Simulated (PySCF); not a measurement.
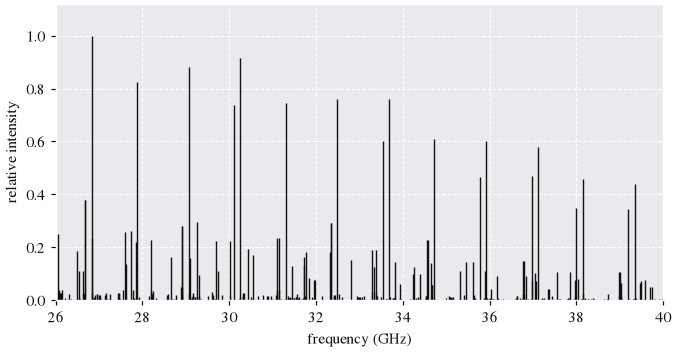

Simulated rotational absorption lines between 26 and 40 GHz at 3 K: rigid rotor with the equilibrium constants and dipole of one optimised conformer (PBE0-D3(BJ)/def2-SVP, PySCF 2.14.0), commonest isotopes; no centrifugal distortion, hyperfine structure, internal rotation or nuclear-spin weights; lines within 1 MHz of each other are summed.

Which molecule gives this spectrum?
A. C₅H₁₄OP₂, SMILES CC(C)(C)[P@](C)(=O)P
B. C₇H₁₅NOSi, SMILES C=CC[C@@H]1CO[Si@H](NC)C1
C. C₅H₁₃BN₂Si₂, SMILES [SiH3]N([SiH3])[BH2-][n+]1ccccc1

Option A. Rotational constants A, B, C = 1.714, 1.180, 1.051 GHz, |μa|, |μb|, |μc| = 0.86, 1.23, 2.62 D.

Known limits of this run: coarse grid, loose stop and no frequency check, small forces are noise and the end may be a saddle.
